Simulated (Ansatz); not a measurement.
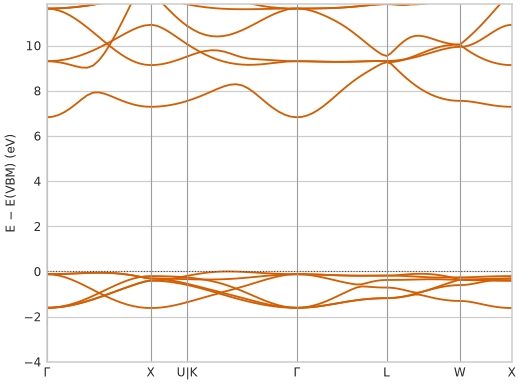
Figure: Band structure from DFT-PBEsol in the program Ansatz with PAW potentials

Problem. Read off the gap and where the band edges lie.

Solution. About 6.8 eV (6.83 eV by a search for the band edges); maximum on the K–Γ line, 36 % of the way from K, minimum at Γ.

Problem. Which of these materials gives this?
A. BaF2, fluorite
B. RbCl, rock salt
C. KCl, rock salt

Solution. A, BaF2, fluorite

Space group Fm-3m (fluorite). The PBEsol relaxation kept the symmetry of its start. Spin–orbit coupling is left out wherever it is not named.

Potentials: the later of the program's two PAW sets.
